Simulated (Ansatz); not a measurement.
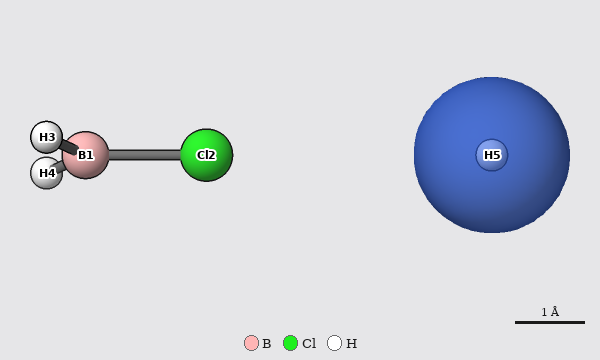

*BClH2···H (doublet). Isosurface of the spin density at +0.03 e/Å³ (blue), seen from one side.*

All numbers below come from UHF/def2-SVP in Ansatz 0.2.0.

```xyz
5

B     0.0000    0.0000   -0.3629
Cl    0.0000    0.0000    1.3911
H     1.0503    0.0000   -0.9273
H    -1.0503    0.0000   -0.9273
H     0.0000    0.0000    5.5264
```

### Where is the unpaired spin?

The unpaired spin (1 electron) lies mostly on H5 (about 1.0), in electrons by Hirshfeld's partition.
